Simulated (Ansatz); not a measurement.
**One shape, several levels: AlH3 (SMILES [AlH3])**

We compute a comparison of 6 runs (HF/3-21G, SVWN5/3-21G, r2SCAN0/6-31G*, CCSD/6-31G*, CCSD(T)/3-21G, CCSD(T)/6-31G*) of AlH3. 

The calculation is run with Ansatz 0.2.0.

74 further runs of the same task are left out: 3 that didn't finish, 71 set aside as unsound or not needed.

## 1. The structure to begin with

AlH3 has 4 atoms, charge 0, and is taken as a singlet. SMILES: `[AlH3]`. The H3–Al1 distance was set to 3.964 Å, away from the relaxed value. At this shape a bond of the SMILES string is far longer than usual.

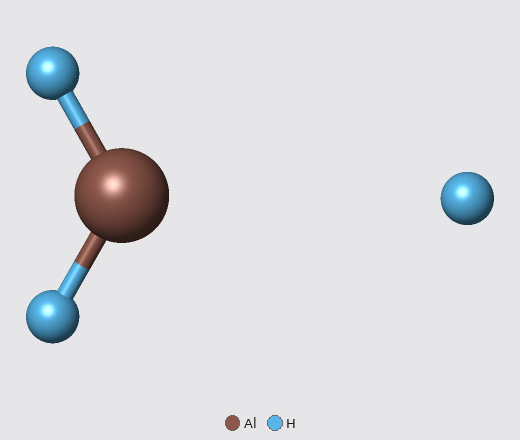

The structure, seen from a chosen angle (aluminium brown, hydrogen blue).

## 2. A single-point energy at HF/3-21G (run 1)

molecule.yaml reads:

```yaml
crystal:
  periodic: [false, false, false]
  atoms:
    - {symbol: Al, position_ang: [2.045453, 1.211002, -0.170400]}
    - {symbol: H, position_ang: [2.664953, 1.896702, 1.118300]}
    - {symbol: H, position_ang: [-1.340800, -0.832000, 0.105100]}
    - {symbol: H, position_ang: [2.781153, 1.341502, -1.569200]}
basis:
  gaussian:
    orbitals: 3-21G.json
hamiltonian:
  xc: hf
accuracy: high
```

The basis set 3-21G is read from a file made from the Basis Set Exchange's data (not shown).

The run is started by

```console
$ ansatz run molecule.yaml --threads 1 --pin off --max-ram 2610MiB --events-out events.jsonl --progress --plain --runs-dir runs
```

What it wrote:

```text
Warning: RAYON_NUM_THREADS=1 ignored (pool sized by the plan → 1); use --threads N
Functional definition: HF
  name "HF"
  exchange = exact_x
  correlation = 0
360 factors; integrals over basis functions are off by at most 3.7e-9 eV
mean field evaluation 1: about -6584.6789 eV, gradient 1.3e1 eV
mean field evaluation 2: about -6584.6782 eV, gradient 1.3e1 eV
mean field evaluation 4: about -6587.1692 eV, gradient 1.7e0 eV
mean field evaluation 8: about -6587.1994 eV, gradient 5.3e-2 eV
mean field evaluation 16: about -6587.1994 eV, gradient 1.5e-8 eV
mean field -6587.19942070 eV, -242.0751137466 hartree, gradient 1.5e-8 eV, S^2 0.000000; 0 other end points of the search recorded, 0 dependent functions left out
reference -6587.19942070 eV, -242.0751137466 hartree; 8, 8 occupied and 11, 11 virtual orbitals, 360 factors
Total energy: -6587.19942070 eV, -242.0751137466 hartree
```

It took 0.08 s on 1 thread of Arm Neoverse V2, shared host.

## 3. A single-point energy at SVWN5/3-21G (run 2)

input.yaml reads:

```yaml
crystal:
  periodic: [false, false, false]
  atoms:
    - {symbol: Al, position_ang: [2.045453, 1.211002, -0.170400]}
    - {symbol: H, position_ang: [2.664953, 1.896702, 1.118300]}
    - {symbol: H, position_ang: [-1.340800, -0.832000, 0.105100]}
    - {symbol: H, position_ang: [2.781153, 1.341502, -1.569200]}
basis:
  gaussian:
    orbitals: 3-21G.json
hamiltonian:
  xc: {name: SVWN5}
accuracy: high
```

The basis set 3-21G is read from a file made from the Basis Set Exchange's data (not shown).

The run is started by

```console
$ ansatz run input.yaml --threads 1 --pin off --max-ram 2610MiB --events-out events.jsonl --progress --plain --runs-dir runs
```

What it wrote:

```text
Warning: RAYON_NUM_THREADS=1 ignored (pool sized by the plan → 1); use --threads N
Functional definition: SVWN5
  name "SVWN5"
  exchange = slater_x
  correlation = vwn5_c
360 factors; integrals over basis functions are off by at most 3.7e-9 eV
mean field evaluation 1: about -6570.1566 eV, gradient 2.0e1 eV
mean field evaluation 2: about -6562.5489 eV, gradient 2.3e1 eV
mean field evaluation 4: about -6573.6815 eV, gradient 4.5e0 eV
mean field evaluation 8: about -6573.6815 eV, gradient 4.5e0 eV
mean field evaluation 16: about -6573.8147 eV, gradient 4.0e-6 eV
mean field -6573.81465483 eV, -241.5832326736 hartree, gradient 7.5e-8 eV, S^2 0.000000; 0 other end points of the search recorded, 0 dependent functions left out
reference -6573.81465807 eV, -241.5832327923 hartree; 8, 8 occupied and 11, 11 virtual orbitals, 360 factors
Total energy: -6573.81465807 eV, -241.5832327923 hartree
```

Wall time 0.42 s (1 thread of Arm Neoverse V2, shared host).

Runs 3 to 5 aren't shown in full; the table further down has their settings and results.

## 4. A single-point energy at CCSD(T)/6-31G(d) (spherical functions) (run 6)

molecule.yaml: that of step 2 with these lines changed.

```diff
@@ -1 +1,4 @@
+basis:
+  gaussian:
+    orbitals: 6-31G_st_-spherical.json
 crystal:
@@ -7,7 +10,7 @@
     - {symbol: H, position_ang: [2.781153, 1.341502, -1.569200]}
-basis:
-  gaussian:
-    orbitals: 3-21G.json
-hamiltonian:
-  xc: hf
+correlation:
+  method: ccsd_t
+  frozen_orbitals: {Al: 5, H: 0}
 accuracy: high
+scf:
+  omitted_lower_state_checks: [cluster_reference, increment]
```

The basis set 6-31G* is read from a file made from the Basis Set Exchange's data (not shown).

The run is started by

```console
$ ansatz run molecule.yaml --threads 1 --pin off --max-ram 2610MiB --events-out events.jsonl --progress --plain --runs-dir runs
```

What it wrote, cut to the lines that bear on the results:

```text
Warning: RAYON_NUM_THREADS=1 ignored (pool sized by the plan → 1); use --threads N
[... 2 set-up lines as earlier in the session ...]
[...]
437 factors; integrals over basis functions are off by at most 3.6e-9 eV
[...]
mean field -6623.39015177 eV, -243.4050985825 hartree, gradient 6.6e-9 eV, S^2 0.000000; 1 other end points of the search recorded, 0 dependent functions left out; unrestricted orbitals would lower it
5 core orbitals not correlated: weight in the atoms' cores, before any rotation towards them, 1.000 or more for the frozen orbitals, at most 0.000 for the correlated occupied ones
reference -6623.39015177 eV, -243.4050985825 hartree; 3, 3 occupied and 16, 16 virtual orbitals, 437 factors
second order -2.41556156 eV of doubles, -0.00000000 eV of singles
cycle   1  -2.52990515 eV  change   -8.1e-1 eV  update   1.5e-1
[...]
cycle  30  -4.16750611 eV  change   4.2e-11 eV  update  3.9e-11
perturbative correction -0.27120580 eV, -0.0099666294 hartree
WARN: these amplitudes may be one of several solutions (largest doubles amplitude 0.74, level shift 4.59 eV)
Total energy: -6627.82886368 eV, -243.5682182366 hartree
Checks for a lower state left out: cluster_reference, increment
```

Wall time 0.18 s (1 thread of Arm Neoverse V2, shared host).

## 5. The series

```tsv
run	level	frozen core orbitals	energy (Eh)	wall time
1	HF/3-21G	–	-242.075114	0.08 s
2	SVWN5/3-21G	–	-241.583233	0.42 s
3	r2SCAN0/6-31G* (spherical functions)	–	-243.958494	1.7 s
4	CCSD/6-31G* (spherical functions)	5	-243.558252	0.18 s
5	CCSD(T)/3-21G	5	-242.229803	0.12 s
6	CCSD(T)/6-31G* (spherical functions)	5	-243.568218	0.18 s
```

## 6. Summary of results

```
                                          quantity          value
                               run 6: total energy  -243.56822 Eh
run 6: correlation energy (5 core orbitals frozen)     -163.1 mEh
                             run 6: (T) correction      -9.97 mEh
                              run 6: T1 diagnostic          0.098
```

**Reading.** Totals of different functionals can't be ranked against each other. In runs 4, 5, 6 the T1 diagnostic is large, so a single reference may not serve. In runs 4, 5, 6 the log says that unrestricted orbitals would lower the reference, so the values rest on an unstable closed-shell determinant (other closed-shell runs at this shape may share the fault). All runs together took 2.7 s, the longest 1.7 s.
